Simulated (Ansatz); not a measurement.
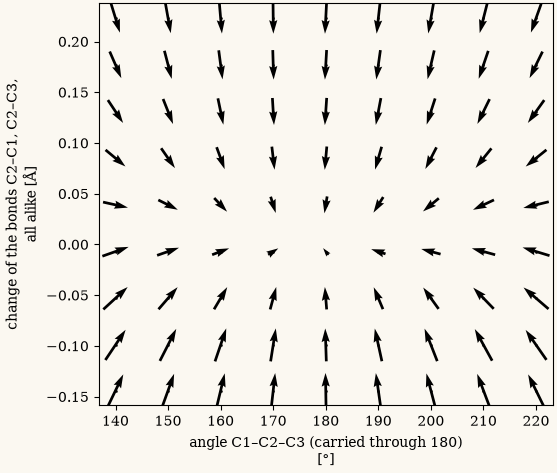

C3H4Zn, SMILES C=C=[CH][ZnH]. 
- Coordinates scanned: (1) angle C1–C2–C3 (carried through 180); (2) change of the bonds C2–C1, C2–C3, all alike.
- Nothing is relaxed (all other coordinates rigid).
- The grid has 9 × 9 points.
- Points are written as (first, second).
- Theory: RKS r2SCAN-D4/def2-SVP (Ansatz).

Drawn: dots at the grid points, arrows along the force (downhill), their lengths compressed.

The arrows alone are given. Where is the energy lowest?

Answer. The arrows converge at about (177°, 0.000 Å) (read from the interpolated surface).

The energy map of the same scan:

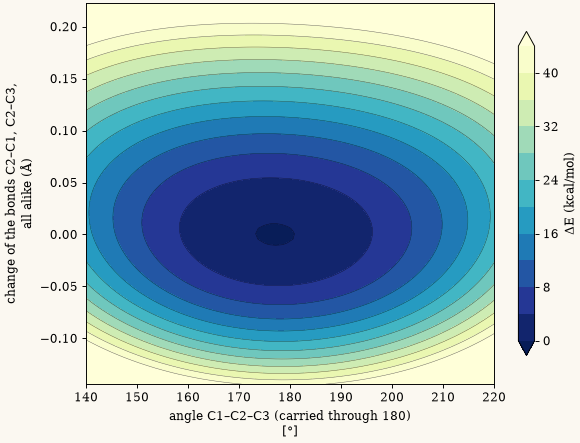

Energies are in kcal/mol, from the lowest grid point; between grid points the surface is interpolated.
